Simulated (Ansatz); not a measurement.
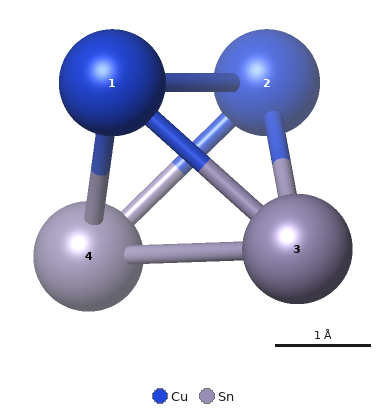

**Figure 1.** The structure as given in the input (ball-and-stick view, seen at a tilt; atoms are numbered from 1 in the order of the input). Sticks mark near contacts. Bond lengths as drawn: Cu–Cu 2.52 Å, Cu–Sn 2.62 Å and Sn–Sn 2.87 Å.

**Geometry relaxation of Cu$_{2}$Sn$_{2}$ (charge +1)**

The run: geometry relaxation of Cu$_{2}$Sn$_{2}$, charge +1, multiplicity 4. Method and program: UKS PBE-D4/def2-SVP (Ansatz 0.2.0).

The geometry: PBE-D4/def2-SVP start. Figures and captions count atoms from 1; the log counts them from 0 in places.

**Log**
```
Functional definition: PBE
  name "PBE"
  cite "Perdew, Burke & Ernzerhof, Phys. Rev. Lett. 77, 3865 (1996) doi:10.1103/PhysRevLett.77.3865"
  parent pbe
  parameter kappa = 0.804
  parameter beta = 0.06672455060314922
  exchange = pbe_x(kappa = kappa, mu = beta*pi^2/3)
  correlation = pbe_c(beta = beta)
these checks for a lower state are left out or cut short: stability, starts, cluster_reference, orbital_swaps, neighbouring_geometries, increment
1350 factors; their error is unknown
mean field evaluation 1: about -100882.2228 eV, gradient 9.0e1 eV
mean field evaluation 2: about -98734.8561 eV, gradient 3.8e2 eV
mean field evaluation 4: about -100876.4096 eV, gradient 8.9e1 eV
mean field evaluation 8: about -100908.5068 eV, gradient 2.1e1 eV
mean field evaluation 16: about -100912.6240 eV, gradient 1.5e-6 eV
mean field -100912.62396505 eV, -3708.4705296825 hartree, gradient 1.5e-6 eV, S^2 3.758319; 0 other end points of the search recorded, 0 dependent functions left out
the calculation of the forces begins
reference -100912.62402588 eV, -3708.4705319178 hartree; 52, 49 occupied and 62, 65 virtual orbitals, 1350 factors
relax step   1: F+E_penalty+E_count = -100912.83994057 eV  Δ(F+E_penalty+E_count) = +0.000e0 eV  max|allowed force component| = 1.252e0 eV/Å  Δτ_max = 0.0000 Å  (44 SCF iters, accepted)
these checks for a lower state are left out or cut short: stability, starts, cluster_reference, orbital_swaps, neighbouring_geometries, increment
1350 factors; their error is unknown
mean field -100912.95526395 eV, -3708.4827046924 hartree, gradient 7.3e-6 eV, S^2 3.757779; 0 other end points of the search recorded, 0 dependent functions left out
the calculation of the forces begins
reference -100912.95531992 eV, -3708.4827067491 hartree; 52, 49 occupied and 62, 65 virtual orbitals, 1350 factors
relax step   2: F+E_penalty+E_count = -100913.18375972 eV  Δ(F+E_penalty+E_count) = -3.438e-1 eV  max|allowed force component| = 4.851e-1 eV/Å  Δτ_max = 0.1948 Å  (30 SCF iters, accepted)
these checks for a lower state are left out or cut short: stability, starts, cluster_reference, orbital_swaps, neighbouring_geometries, increment
1350 factors; their error is unknown
mean field evaluation 32: about -100912.9581 eV, gradient 2.8e-6 eV
mean field -100912.95809432 eV, -3708.4828087066 hartree, gradient 2.8e-6 eV, S^2 3.756589; 0 other end points of the search recorded, 0 dependent functions left out
the calculation of the forces begins
reference -100912.95814616 eV, -3708.4828106116 hartree; 52, 49 occupied and 62, 65 virtual orbitals, 1350 factors
relax step   3: F+E_penalty+E_count = -100913.19531849 eV  Δ(F+E_penalty+E_count) = -1.156e-2 eV  max|allowed force component| = 1.819e-1 eV/Å  Δτ_max = 0.1632 Å  (27 SCF iters, accepted)
these checks for a lower state are left out or cut short: stability, starts, cluster_reference, orbital_swaps, neighbouring_geometries, increment
1350 factors; their error is unknown
mean field -100912.98916380 eV, -3708.4839504889 hartree, gradient 6.7e-6 eV, S^2 3.757138; 0 other end points of the search recorded, 0 dependent functions left out
the calculation of the forces begins
reference -100912.98921714 eV, -3708.4839524491 hartree; 52, 49 occupied and 62, 65 virtual orbitals, 1350 factors
relax step   4: F+E_penalty+E_count = -100913.22314993 eV  Δ(F+E_penalty+E_count) = -2.783e-2 eV  max|allowed force component| = 1.077e-1 eV/Å  Δτ_max = 0.1050 Å  (22 SCF iters, accepted)
these checks for a lower state are left out or cut short: stability, starts, cluster_reference, orbital_swaps, neighbouring_geometries, increment
1350 factors; their error is unknown
mean field -100912.99184251 eV, -3708.4840489297 hartree, gradient 1.3e-6 eV, S^2 3.757068; 0 other end points of the search recorded, 0 dependent functions left out
the calculation of the forces begins
reference -100912.99189558 eV, -3708.4840508798 hartree; 52, 49 occupied and 62, 65 virtual orbitals, 1350 factors
relax step   5: F+E_penalty+E_count = -100913.22413570 eV  Δ(F+E_penalty+E_count) = -9.858e-4 eV  max|allowed force component| = 4.360e-2 eV/Å  Δτ_max = 0.0093 Å  (24 SCF iters, accepted)
these checks for a lower state are left out or cut short: stability, starts, cluster_reference, orbital_swaps, neighbouring_geometries, increment
1350 factors; their error is unknown
mean field -100912.99155671 eV, -3708.4840384267 hartree, gradient 2.5e-6 eV, S^2 3.757130; 0 other end points of the search recorded, 0 dependent functions left out
the calculation of the forces begins
reference -100912.99160984 eV, -3708.4840403792 hartree; 52, 49 occupied and 62, 65 virtual orbitals, 1350 factors
relax step   6: F+E_penalty+E_count = -100913.22458749 eV  Δ(F+E_penalty+E_count) = -4.518e-4 eV  max|allowed force component| = 1.594e-3 eV/Å  Δτ_max = 0.0052 Å  (23 SCF iters, accepted)
```

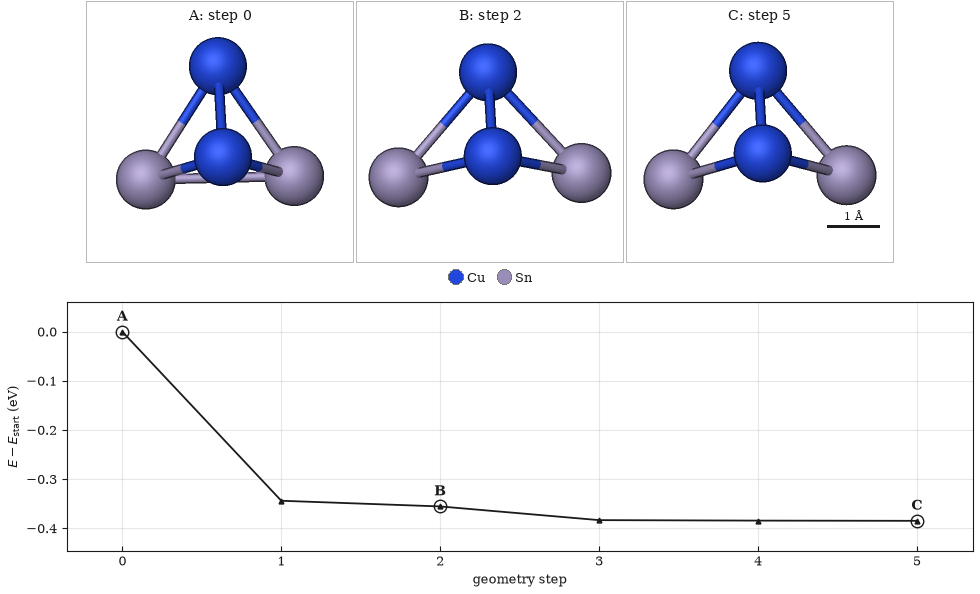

**Figure 2.** Frames of the relaxation (ball-and-stick view, seen at a tilt) above the curves, on which the letters mark them (the first geometry is step 0 here and step 1 in the log).

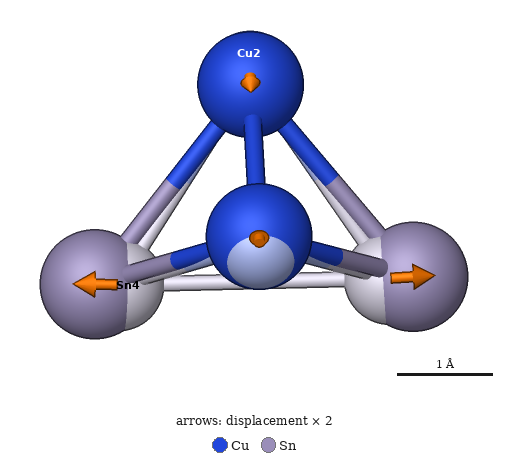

**Figure 3.** Start (faint) and end (solid) with the displacements as orange arrows, magnified 2 times (ball-and-stick view, seen at a tilt). The two geometries are laid on each other by the best rigid fit. The largest moves after the best rigid fit, 0.24 Å, are those of Sn3 and Sn4. By element the largest moves are Sn 0.24 Å, Cu 0.12 Å. Among the contacts that change: Sn3–Sn4 2.874 → 3.356 Å, Cu1–Cu2 2.523 → 2.293 Å, Cu1–Sn3 2.619 → 2.690 Å. Among the angles that change: Sn3–Cu1–Sn4 66.6° → 77.2°, Cu1–Sn3–Cu2 57.6° → 50.4°, Cu2–Cu1–Sn3 61.2° → 64.8°. The energy falls by 0.385 eV in 5 geometry steps. The largest force component goes from 1.3 to 0.0016 eV/Å. (Atoms are counted from 1 in the order of the input.)

```
Total energy: -100913.22464062 eV, -3708.4926041024 hartree
Atom 0 at    -0.507120    -0.974017     0.941000 Å, force     0.001410    -0.001228    -0.001514 eV/Å
Atom 1 at     0.843721    -0.756464    -0.898478 Å, force    -0.000863    -0.001591     0.001585 eV/Å
Atom 2 at    -1.485540     0.584434    -1.021803 Å, force    -0.001140     0.001225    -0.000693 eV/Å
Atom 3 at     1.148938     1.146047     0.979280 Å, force     0.000593     0.001594     0.000622 eV/Å
Dipole moment:     0.058048    -0.298425     0.007333 e Å
Checks for a lower state left out: stability, starts, cluster_reference, orbital_swaps, neighbouring_geometries, increment
```

**Trajectory as extended XYZ (Å, eV, eV/Å), 6 frames, from step=1 to step=6**
```
4
Properties=species:S:1:pos:R:3:forces:R:3 step=1 energy=-100912.83994
Cu   -0.5723   -0.9980    1.0336    0.4797  -0.3533  -0.5324
Cu    0.9140   -0.7586   -0.9904   -0.3173  -0.4816   0.5529
Sn   -1.2992    0.6377   -0.8787   -1.2522   0.1678  -0.8998
Sn    0.9575    1.1188    0.8355    1.0898   0.6671   0.8792
4
Properties=species:S:1:pos:R:3:forces:R:3 step=2 energy=-100913.18376
Cu   -0.5338   -1.0022    0.9840    0.3399   0.1339  -0.4851
Cu    0.8794   -0.7746   -0.9403   -0.3697   0.0196   0.4813
Sn   -1.4539    0.6153   -0.9949   -0.0344  -0.0872  -0.0356
Sn    1.1083    1.1615    0.9513    0.0643  -0.0662   0.0393
4
Properties=species:S:1:pos:R:3:forces:R:3 step=3 energy=-100913.19532
Cu   -0.5274   -0.9190    0.9523    0.1278   0.0109  -0.1713
Cu    0.8421   -0.6985   -0.9126   -0.1242  -0.0296   0.1718
Sn   -1.5496    0.5119   -1.0774    0.1783   0.0478   0.1366
Sn    1.2350    1.1055    1.0377   -0.1819  -0.0290  -0.1370
4
Properties=species:S:1:pos:R:3:forces:R:3 step=4 energy=-100913.22315
Cu   -0.5131   -0.9724    0.9484    0.0754   0.0301  -0.1077
Cu    0.8487   -0.7531   -0.9060   -0.0822   0.0047   0.1068
Sn   -1.4899    0.5809   -1.0254    0.0356  -0.0106   0.0249
Sn    1.1542    1.1446    0.9830   -0.0289  -0.0243  -0.0241
4
Properties=species:S:1:pos:R:3:forces:R:3 step=5 energy=-100913.22414
Cu   -0.5082   -0.9693    0.9411   -0.0010  -0.0373   0.0117
Cu    0.8429   -0.7517   -0.8988    0.0150  -0.0348  -0.0100
Sn   -1.4832    0.5800   -1.0206   -0.0424   0.0285  -0.0277
Sn    1.1484    1.1410    0.9783    0.0283   0.0436   0.0260
4
Properties=species:S:1:pos:R:3:forces:R:3 step=6 energy=-100913.22459
Cu   -0.5071   -0.9740    0.9410    0.0014  -0.0012  -0.0015
Cu    0.8437   -0.7565   -0.8985   -0.0009  -0.0016   0.0016
Sn   -1.4855    0.5844   -1.0218   -0.0011   0.0012  -0.0007
Sn    1.1489    1.1460    0.9793    0.0006   0.0016   0.0006
```

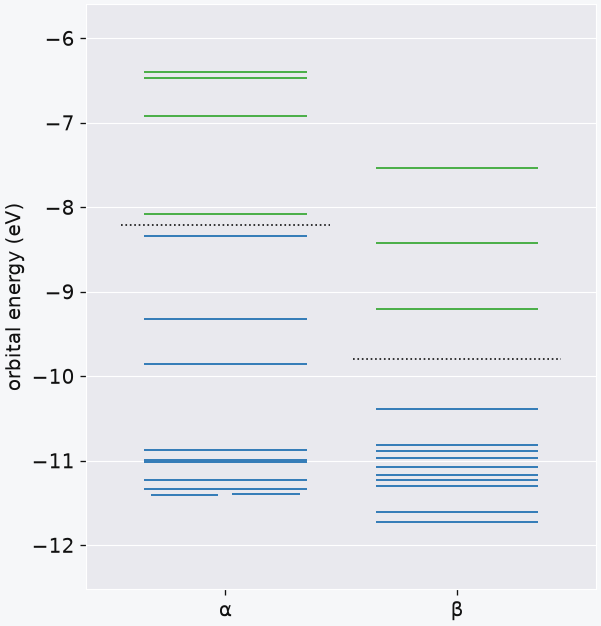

**Figure 4.** Orbital energies near the frontier for α and β spins; the dotted line parts filled from empty levels, and levels within 0.02 eV of each other stand side by side. α: highest filled −8.34 eV, lowest empty −8.08 eV, 0.26 eV apart; β: highest filled −10.39 eV, lowest empty −9.21 eV, 1.18 eV apart.

The run was set up as follows.

**Input file**
```yaml
crystal:
  periodic: [false, false, false]
  atoms:
    - {symbol: Cu, position_ang: [-0.572347, -0.997959, 1.033603]}
    - {symbol: Cu, position_ang: [0.914023, -0.758589, -0.990444]}
    - {symbol: Sn, position_ang: [-1.299195, 0.637733, -0.878655]}
    - {symbol: Sn, position_ang: [0.957519, 1.118815, 0.835496]}
basis:
  gaussian: {orbitals: def2-SVP}
total_charge: 1
magnetization: {spin_polarized: true, initial_magnetization: 3}
hamiltonian: {xc: pbe, dispersion: d4}
scf: {lower_state_search: "off"}
output: {orbitals: {seedname: orbitals}}
relax: {f_tol: 0.02, max_steps: 100}
```

Launched with:
```bash
ansatz run in.yaml --threads 4 --pin off --events-out ev --progress --plain --max-ram 4787MiB
```

**Summary**

```tsv
quantity	value
outcome	converged
total energy	−100913.2246 eV
mean-field energy	−100912.9916 eV
dispersion energy	−0.2330 eV
⟨S²⟩	3.757
HOMO (either spin)	−8.34 eV
LUMO (either spin)	−9.21 eV
largest force (length of the vector) at the end	0.002 eV/Å
hardware	4 threads of Arm Neoverse V1, 23 GiB of memory available, shared host
wall time	13 s (CPU time 47 s)
peak memory	0.46 GiB
```
